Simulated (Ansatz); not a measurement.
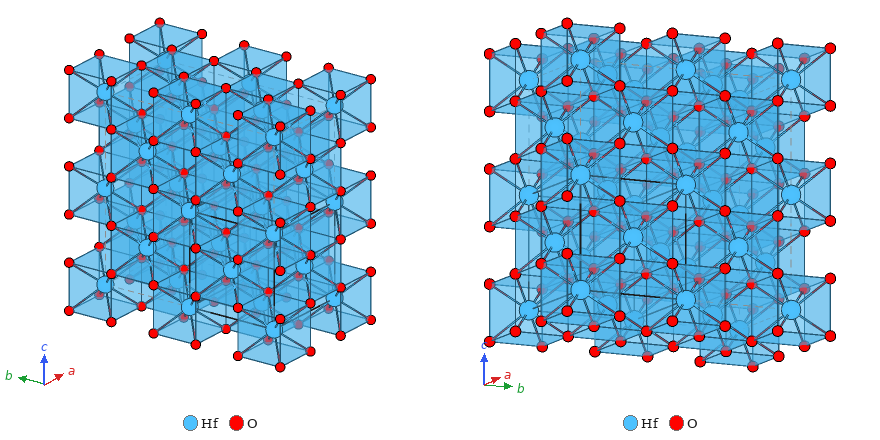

Polyhedra are drawn about Hf (bonds: Hf–O below 2.5 Å); other atoms are plain spheres. Two views of the same piece.

System HfO2 (space group Fm-3m, No. 225); source of the atomic positions: the geometry relaxed with Ansatz 0.2.0, DFT, r2SCAN, plane waves, PAW; the starting structure was generated, so it need not be a known form of this composition.

Sharing among the drawn polyhedra:

```
site  polyhedron  corner-sharing neighbours  edge-sharing  face-sharing  bond (Å)
  Hf   HfO8 cube                          0            12             0      2.19
```

They form a three-dimensional framework of edge-sharing cubes.
